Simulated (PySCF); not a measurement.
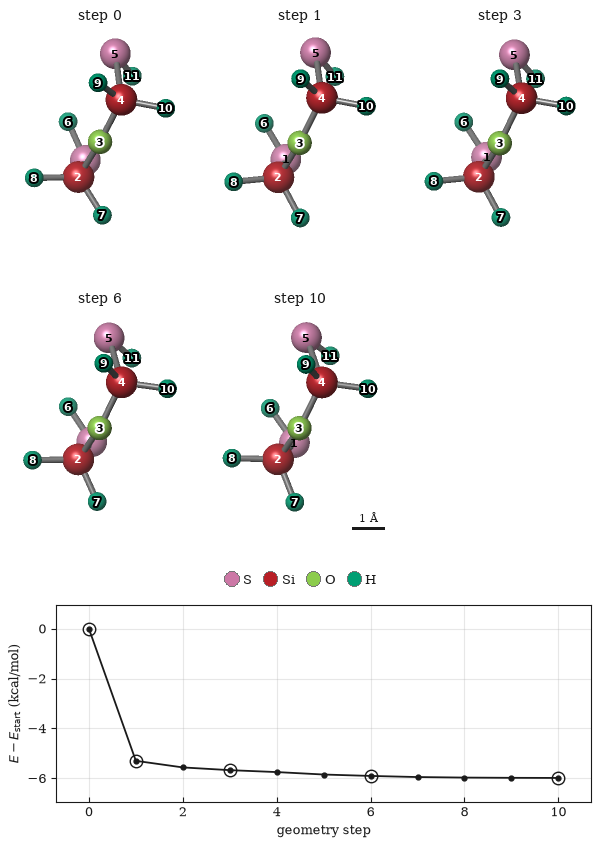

Frames of a relaxation of Si$_{2}$H$_{6}$S$_{2}$O, marked on the history of the run. A ball-and-stick model, seen from a free direction.

The start comes from GFN2-xTB. Its atoms were then displaced at random by about 0.01 Å.

All numbers below come from PBE0-D3(BJ)/def2-SVP geometry optimisation, gas phase in PySCF. 

Question: What happens along the run?

Answer: The largest moves after the best rigid fit, 0.30 Å, are those of S1 and H9. Largest moves by element: S 0.30 Å, H 0.30 Å, O 0.20 Å, Si 0.02 Å. Some distances before and after: O3–Si4 1.572 → 1.657 Å, Si2–H7 1.453 → 1.486 Å, Si2–H8 1.463 → 1.487 Å, Si2–O3 1.633 → 1.655 Å. Among the angles between lasting bonds that change: Si2–O3–Si4 159.6° → 145.1°, H7–Si2–H8 118.3° → 111.7°, H9–Si4–H10 117.3° → 111.8°. Over 10 geometry steps the energy falls by 5.99 kcal/mol. The run took 68 s on 1 thread of Arm Neoverse V1 (shared host). From step 0 to 1: H9 moves most (0.16 Å), energy −5.30 kcal/mol. From step 1 to 3: S5 moves most (0.09 Å), energy −0.37 kcal/mol. From step 3 to 6: S and H atoms move most (0.18 Å), energy −0.23 kcal/mol. From step 6 to 10: S and H atoms move most (0.10 Å), energy −0.08 kcal/mol.

```tsv
step	E − E(0), kcal/mol
0	0.00
1	-5.30
2	-5.56
3	-5.67
4	-5.75
5	-5.85
6	-5.91
7	-5.95
8	-5.97
9	-5.98
10	-5.99
```
